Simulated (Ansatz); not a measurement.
ZnSe: pressure series

Consider ZnSe in the zinc blende structure (space group F-43m, No. 216; a = 5.733 Å).

Cell and atoms are relaxed at each pressure.

Computed with Ansatz (an electronic-structure program) PBE, without spin-orbit coupling, earlier PAW set.

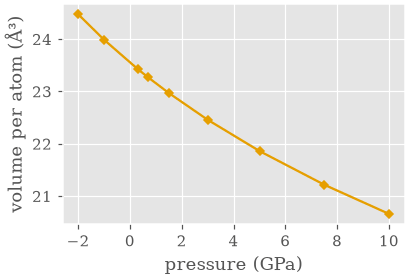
*Volume against pressure*

Question: Estimate the zero-pressure bulk modulus from the plot.

Answer: About 57 GPa; a third-order Birch–Murnaghan fit to the points gives V₀ = 23.55 Å³/atom, B₀ = 57 GPa and B₀′ = 4.5.

Measured bulk modulus of ZnSe: 62.4 GPa (temperature not stated; as listed in Cormac Toher et al., Physical Review Materials (2017)); the computed value is for a static lattice, so the two differ by thermal effects too.

Between the base and pressure 5 GPa the gap moves from 1.15 eV to 1.45 eV, a mean slope of 60 meV/GPa.

Load acts through the strain it causes; cell and atoms are relaxed under it. Stability against distortions was not tested. Tetrahedral semiconductors of this kind turn to denser phases somewhere between about 1 and 50 GPa; those were not computed, so compressed cells here can lie past the real transition.
